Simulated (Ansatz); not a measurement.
**Ligand exchange: C2H9FSi2 + BH(CH3)(NH2) → C2H11NSi2 + BH(CH3)F**

Species: C2H9FSi2 `CC[SiH](F)[SiH3]`, singlet; BH(CH3)(NH2), singlet; C2H11NSi2 `CC[SiH](N)[SiH3]`, singlet; BH(CH3)F, singlet. The partners trade F for NH2: Si–F and B–NH2 bonds give way to Si–NH2 and B–F.

Shapes, held fixed at every level: PBE0-D4/def2-TZVP. Flexible molecules stand in one conformer, not always the lowest. Programs: Ansatz 0.2.0. The zero-point and thermal change to 298 K, harmonic and unscaled (PBE0-D4/def2-TZVP), is -4.4 kJ/mol.

```tsv
level	kind	ΔH(298 K) (kJ/mol)	less CCSD(T)/CBS estimate
HF/def2-SVP	Hartree–Fock	+63.9	-8.3
HF/def2-TZVPP	Hartree–Fock	+70.6	-1.6
SPW92/def2-TZVPP	LDA	+74.9	+2.7
B2PLYP/def2-TZVPP	double hybrid	+74.2	+2.0
MP2/def2-SVP	perturbation theory	+65.4	-6.8
CCSD(T)/def2-SVP	coupled cluster or CI	+66.2	-6.0
CCSD/def2-TZVPP	coupled cluster or CI	+70.5	-1.7
CCSD(T)/CBS estimate	coupled cluster or CI	+72.2	0.0
```

The highest level, CCSD(T)/CBS estimate, gives ΔH(298 K) = +72.2 kJ/mol; the levels span +63.9 to +74.9. The column of differences is taken from that level and isn't an error. No measured value is set beside it here. The CBS estimate extrapolates MP2 from def2-TZVPP and def2-QZVPP and adds CCSD(T) − MP2 in the triple-zeta set, cores frozen.

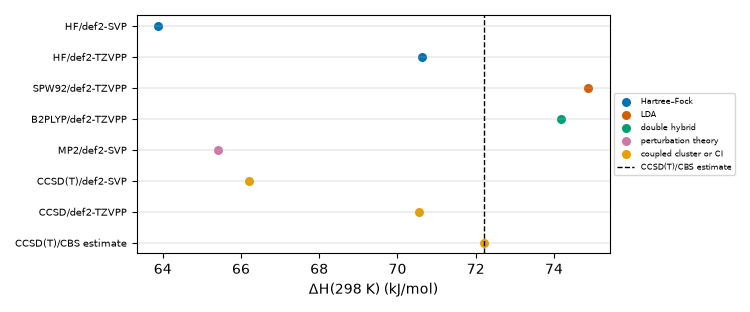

The values of the table, level by level.
